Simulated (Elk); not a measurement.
# Nickel: energy over the lowest against total spin moment, fitted and tested on a withheld row

System: Nickel, 1 Ni in the cell, space group Fm-3m. Cell as run: a = 2.492, b = 2.492, c = 2.492 Å, angles 60.0, 60.0, 60.0°, 1 atoms. From the study “Fixed-spin-moment curve of Nickel”.

Method: LDA (Perdew-Wang); all-electron APW+lo (Elk 11.2.3 (patched build)). Settings shared by all rows: 16×16×16 k-mesh, RK_max 7, smearing width 0.0816342 eV.

Computed values, one withheld:

| total spin moment (μB a cell) | energy over the lowest (meV a cell) |
| --- | --- |
| 0 | 32.7 |
| 0.17002 | 29.0 |
| 0.34003 | 18.3 |
| 0.5101 | 3.8 |
| 0.58963 | 0.0 |
| 0.67998 | 4.6 |
| 0.84993 | 35.8 |
| 1.0199 | 111.8 |
| 1.19 | ? |

Q: What energy over the lowest should the row at total spin moment = 1.19 μB a cell hold? Fit a suitable law to the other rows.

**Law.** Time reversal makes the energy at fixed moment even in the moment, so it is expanded as a Landau series in M². In symbols, E = c0 + c2 M² + c4 M⁴ + c6 M⁶, with energy over the lowest in meV a cell.

**Fit.** Least squares on 8 rows gives c0 = 34.025, c2 = -188.448, c4 = 284.663 and c6 = -30.234.

| total spin moment (μB a cell) | computed | fit | computed − fit |
| --- | --- | --- | --- |
| 0 | 32.7 | 34.02 | -1.32 |
| 0.17002 | 29.0 | 28.81 | 0.19 |
| 0.34003 | 18.3 | 16.00 | 2.30 |
| 0.5101 | 3.8 | 3.73 | 0.07 |
| 0.58963 | 0.0 | 1.65 | -1.65 |
| 0.67998 | 4.6 | 4.76 | -0.16 |
| 0.84993 | 35.8 | 35.04 | 0.76 |
| 1.0199 | 111.8 | 111.98 | -0.18 |

The fit has a minimum at M = 0.592 μB a cell. Its quadratic term is negative, which makes M = 0 a maximum of the fitted curve.

**Prediction.** At total spin moment = 1.19 μB a cell the law predicts 252.15 meV a cell. The computed value is 238.3 meV a cell, 13.85 below the prediction (5.5 % of it). The row lies beyond the fitted rows, so this is an extrapolation. The miss is 12 times the rms residual of the fit, 1.14.

So the prediction fails: the law follows the fitted rows but not this one.

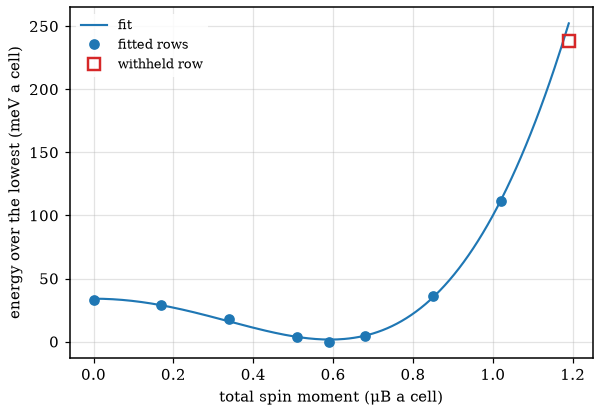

The rows, the fitted law and the withheld row.

[Hosts, paths, dates, database ids (printed as entryN), source tags and the programs' standing remarks are cut or masked in the printed files.]

[Where a cell is said to come from a database of computed structures, the database is the Materials Project.]
